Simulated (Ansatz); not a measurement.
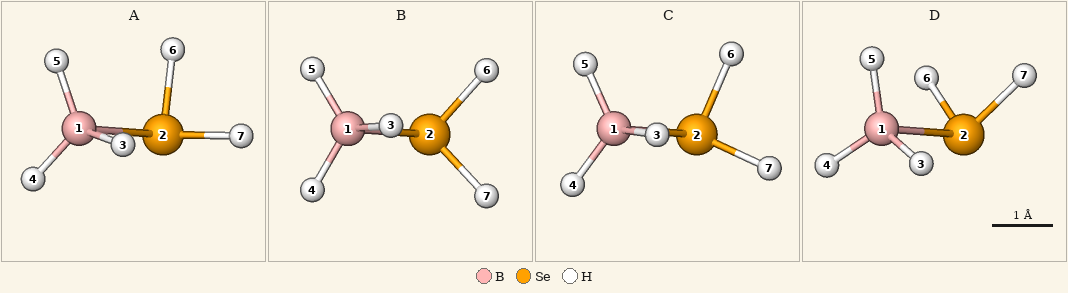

4 geometries from a converged minimum-energy path of BH5Se, shuffled. The picture is a ball-and-stick view, seen from a free direction.

These are results of RKS B3LYP/def2-TZVP (Ansatz), not measurements. Run with 7 movable images; climbing image; force threshold 0.03 eV/Å; iteration limit 60; starting path through a guess of the saddle point.

Q: One of them is the converged climbing image. Which?

A: A. In order along the path, whose images run from 0 to 8: B (image 0, 0.00 kcal/mol), C (image 2, +0.68 kcal/mol), A (image 4, +1.32 kcal/mol), D (image 8, 0.00 kcal/mol). The motion is a rotation about the B1–Se2 bond by about 120°. No bond forms or breaks between the ends. Among the angles between lasting bonds that change up to the highest image: Se2–B1–H3 104.2° → 101.1°, Se2–B1–H5 98.8° → 101.1°.

Cost: 61 s on 2 threads of Intel(R) Xeon(R) Platinum 8488C (Sapphire Rapids), on a shared host, peak memory 0.23 GiB.
